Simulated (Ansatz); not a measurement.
Breaking the Si1–F3 bond in FHSi (SMILES F[SiH]) (multiplicity 1 held, fragments rigid). Energies count from the point at 1.620 Å.
Geometry at that point (charge 0, multiplicity 1):
```xyz
3

Si    -0.20727    -0.34539     0.44957
H     -1.00311    -1.19490    -0.55577
F      0.43388     0.67003    -0.63758
```

R- and RO- levels are restricted; in cc, def2 and unpolarised 6-31G sets they are followed outwards from rest. Unrestricted levels (U-) break spin symmetry where that is lower. Active spaces are followed from a long bond inwards. Levels need not reach the same state.

Cores are frozen in the correlated methods.

Codes used: Ansatz (Gaussian orbitals). Each number belongs to the level named beside it.

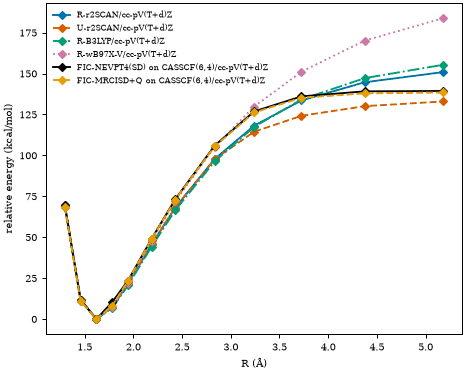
Relative energy along the coordinate

Doubts at one or more of the structures used: a restricted determinant that unrestricted orbitals would lower (R-r2SCAN/cc-pV(T+d)Z, R-B3LYP/cc-pV(T+d)Z, R-wB97X-V/cc-pV(T+d)Z); a spin-contaminated determinant (U-r2SCAN/cc-pV(T+d)Z); active orbitals that take no part (FIC-NEVPT4(SD) on CASSCF(6,4)/cc-pV(T+d)Z, FIC-MRCISD+Q on CASSCF(6,4)/cc-pV(T+d)Z).

Ansatz is a program for electronic structure.
